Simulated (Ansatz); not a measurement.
# BClGeH5N: what the fields show

Input

```
crystal:
  periodic: [false, false, false]
  atoms:
    - { symbol: "N", position_ang: [0.5059, 1.5275, -0.7373] }
    - { symbol: B, position_ang: [0.8111, 0.2644, -0.0569] }
    - { symbol: Cl, position_ang: [2.5434, -0.1186, 0.3069] }
    - { symbol: Ge, position_ang: [-0.5601, -1.0338, 0.4503] }
    - { symbol: H, position_ang: [-0.22016, 0.7455, -0.32883] }
    - { symbol: H, position_ang: [-0.2135, 2.0923, -0.1283] }
    - { symbol: H, position_ang: [0.0318, -2.2763, 1.1443] }
    - { symbol: H, position_ang: [-1.3529, -1.4758, -0.8285] }
    - { symbol: H, position_ang: [-1.6202, -0.3433, 1.4728] }
basis:
  gaussian: { orbitals: def2-SVP }
hamiltonian:
  xc: lda
relax:
  f_tol: 0.02
  max_steps: 50
output:
  orbitals: {}
```

Launched as:

```sh
ansatz run input.yaml --threads 2 --pin off --max-ram 3072MiB --backend cpu --events-out ev --progress --plain --runs-dir out
```

The fields are those of the run's last geometry, not of the input's.

All numbers below come from RKS LDA/def2-SVP (Ansatz).

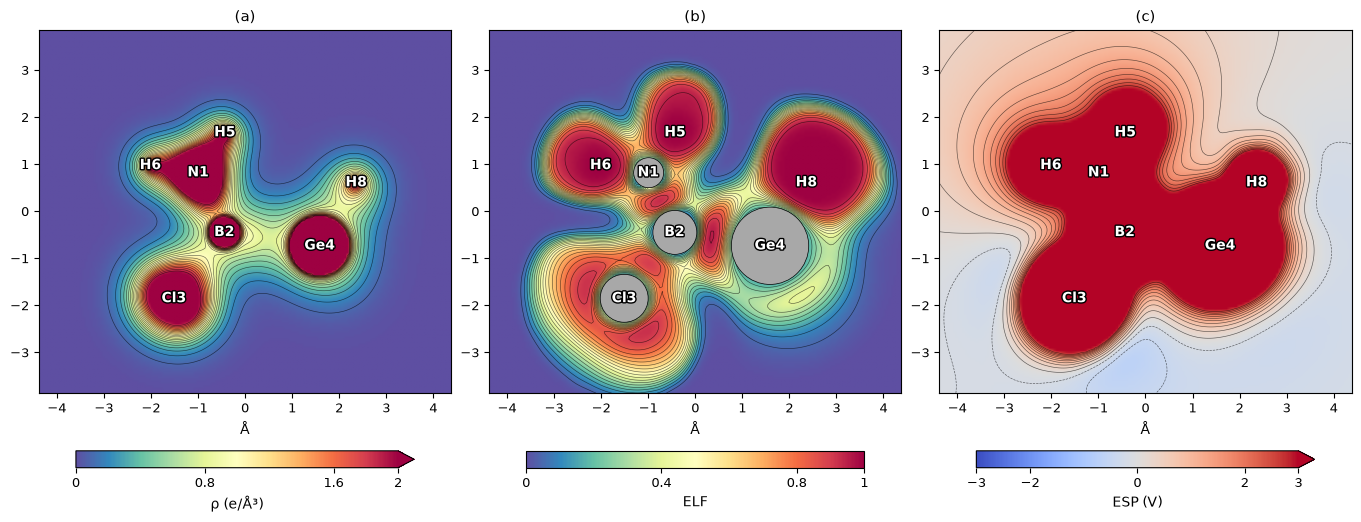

Figure 1. (a) total electron density; (b) electron localisation function; (c) molecular electrostatic potential on the plane of atoms Cl3, B2 and Ge4. Grey discs cover the atomic cores in the ELF map.

Q: What does the map show?

A: The section cuts through N, B, Cl, Ge and H sites.
B–N (1.39 Å): ρ at the midpoint is about 2 e/Å³; the ELF peaks at about 0.95 between the atoms; a polar covalent bond.
B–Cl (1.77 Å): the density is about 1.3 e/Å³ at the midpoint; the ELF peaks at about 0.90 between the atoms, as expected for a shared but strongly polarised pair.
Ge–B (2.04 Å): ρ at the midpoint is about 0.77 e/Å³; the ELF peaks at about 0.95 between the atoms (a shared electron pair).
N–H (1.02 Å): the density is about 2.8 e/Å³ at the midpoint; the ELF climbs to about 1 towards the hydrogen, as it does in any bond to H (an ordinary covalent bond to hydrogen).
Ge–H (1.55 Å): the density is about 1 e/Å³ at the midpoint; the ELF climbs to about 1 towards the hydrogen.
The ELF also peaks beside Cl3, away from the bonds: lone-pair regions.
Outside the dense part of the molecule the potential is most negative (−0.7 V) near Cl3.

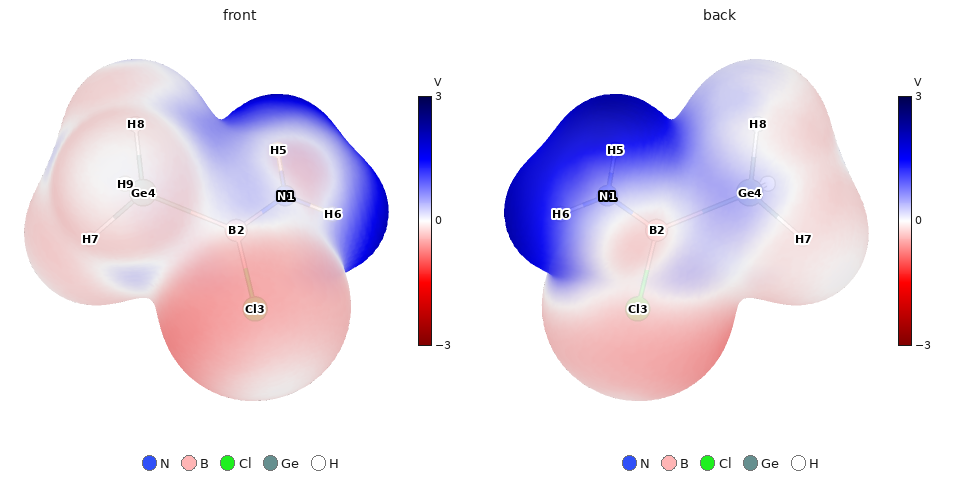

Figure 2. The molecular electrostatic potential painted on the density surface at 0.002 e/bohr³, seen from the front and from behind; red is negative and blue positive.

Q: Where is the surface potential most negative and most positive?

A: The most negative region (about −0.6 V, or −14 kcal/mol for a unit charge) lies over Cl3, the most positive (about +2.2 V, or +51 kcal/mol for a unit charge) over H5.

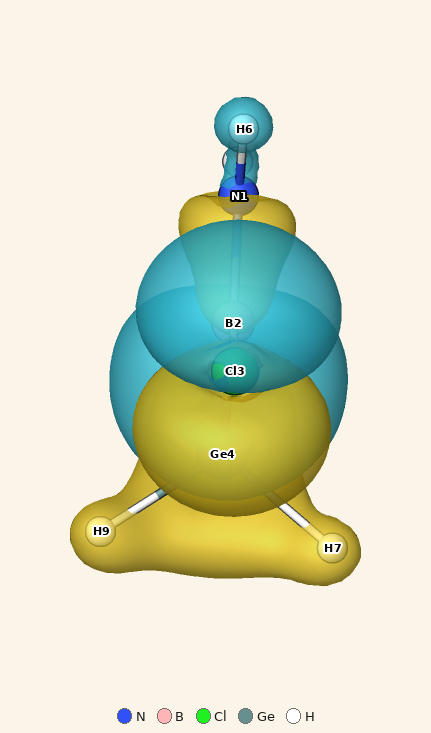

Figure 3. The HOMO at ±0.1 Å⁻³ᐟ² (yellow and cyan are the two phases), seen at an oblique angle.

Q: Describe this orbital and give its energy.

A: By Hirshfeld shares it lies mainly on Cl3 (about 40 %), Ge4 (about 25 %) and B2 (about 20 %). Its energy is −6.62 eV.

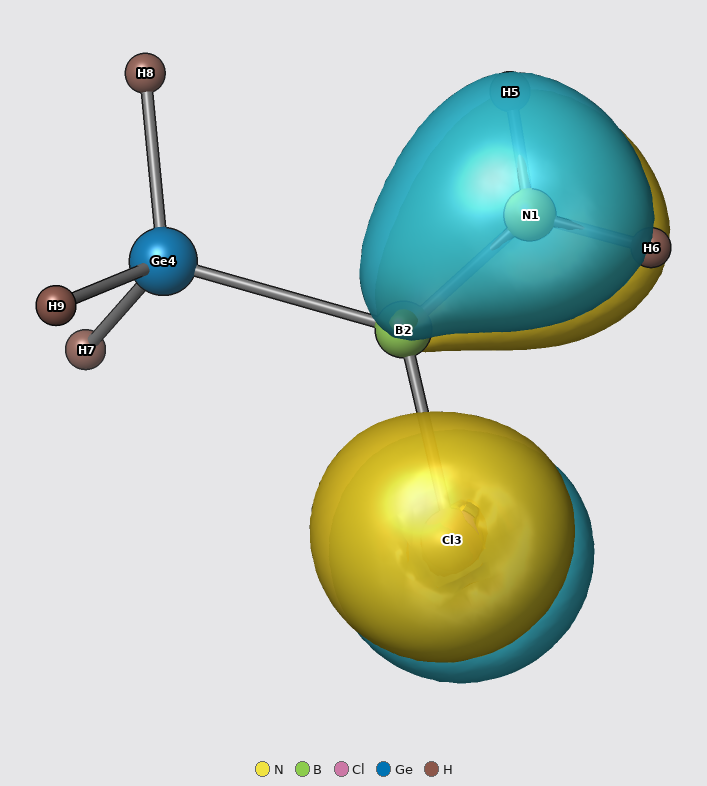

Figure 4. The HOMO−1 at ±0.1 Å⁻³ᐟ² (yellow and cyan are the two phases), seen across its widest extent.

Q: Describe this orbital and give its energy.

A: By Hirshfeld shares it lies mainly on N1 (about 45 %), Cl3 (about 40 %) and B2 (about 10 %); largely a combination of lone pairs on N1 and Cl3. Its energy is −7.09 eV.
